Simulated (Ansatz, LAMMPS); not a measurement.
# Settings and their price: amorphous 41Ga2O3-59SiO2 (mol %) (111 atoms)

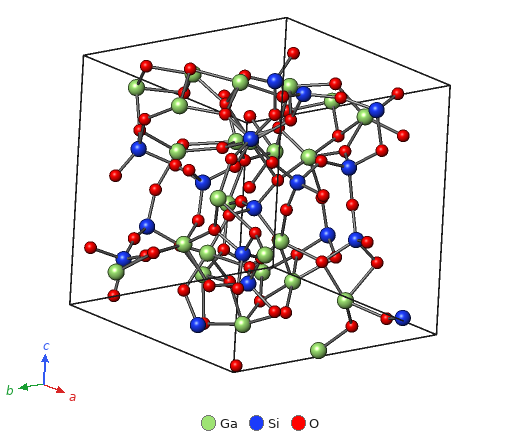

The cell (gallium green, silicon blue, oxygen red). Bonds to atoms that aren't drawn are left out. Some periodic images of atoms are drawn too.

Density of this cell: 4.23 g/cm³. The cell holds 111 atoms: 24 Ga, 17 Si and 70 O. Cell: a = 10.870 Å, b = 10.870 Å, c = 10.870 Å, α = 90.0°, β = 90.0°, γ = 90.0°. 111 atoms (24 Fe, 17 Si, 70 O) placed at random at 3.3 g/cm³, melted at 5000 K for 10 ps at fixed volume with the Morse and Coulomb pair potential with partial charges (Pedone, Malavasi, Menziani, Cormack and Segre, J. Phys. Chem. B 110, 11780 (2006)). Quenched from 5000 K to 300 K at 50 K/ps and fixed volume, held 10 ps at zero pressure, then minimised at fixed cell. Then Fe was replaced by Ga and the cell scaled by 1.005 (the potential has no terms for the new elements, so the cell is a start for a DFT relaxation).

Geometry: as built.

Reference run: Kohn-Sham DFT, PBE, PAW (set soft_2), plane waves (Ansatz 0.2.0), cutoff 750 eV, Γ point, fixed occupations.

- r.m.s. force component: 0.9697 eV/Å
- gap (highest filled to lowest empty level): 1.739 eV
- SCF cycles: 10
- time: 41 s on 4 threads of Arm Neoverse V2, shared host

**Question.** The same geometry is run again with each of these changes. How far do the results move, and how long does each run take?
- support functions medium
- support functions low
- support functions medium, radius 3.41 Å
- support functions medium, radius 3.69 Å

Each row is set against the run with plane waves at 750 eV (Kohn-Sham DFT, PBE, PAW (set soft_2), plane waves; r.m.s. force component 0.970 eV/Å). Energies are set beside the reference only for runs with its functional, potentials and electron count. Times are for 4 threads of Arm Neoverse V2, shared host.

| run | Δ force, r.m.s. (meV/Å) | share of r.m.s. force (%) | Δ energy (meV/atom) | Δ gap (eV) | cycles | time | host memory (GiB) |
| --- | --- | --- | --- | --- | --- | --- | --- |
| reference | - | - | - | - | 10 | 41 s | 4.0 |
| support functions medium | 0.598 | 0.0617 | -0.854 | -2.0e-4 | 16 | 2.1 min | 4.0 |
| support functions low | 0.734 | 0.0757 | -0.838 | -6.0e-4 | 14 | 1.9 min | 3.9 |
| support functions medium, radius 3.41 Å | 0.681 | 0.0702 | -0.853 | -3.0e-4 | 16 | 1.9 min | 3.8 |
| support functions medium, radius 3.69 Å | 0.482 | 0.0497 | -0.853 | -2.0e-4 | 16 | 2.4 min | 4.4 |

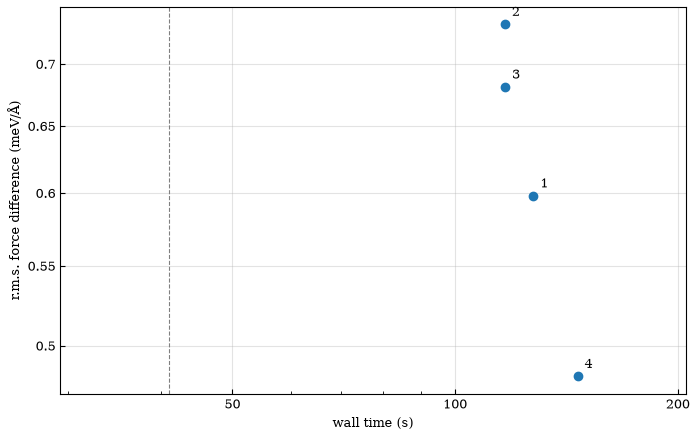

Force difference from the reference against wall time; the dashed line marks the reference's time. Points: 1 support functions medium; 2 support functions low; 3 support functions medium, radius 3.41 Å; 4 support functions medium, radius 3.69 Å.

Among numerical settings the force difference runs from 0.48 meV/Å (support functions medium, radius 3.69 Å) to 0.73 meV/Å (support functions low). At 111 atoms the fastest of the runs at a preset level, support functions low, takes 2.8 times the time of plane waves, in 14 SCF cycles against 10. Differences between support functions and plane waves include what basis error the plane-wave run still has. 

[Hosts, paths, dates, database ids (printed as entryN), source tags and the programs' standing remarks are cut or masked in the printed files.]
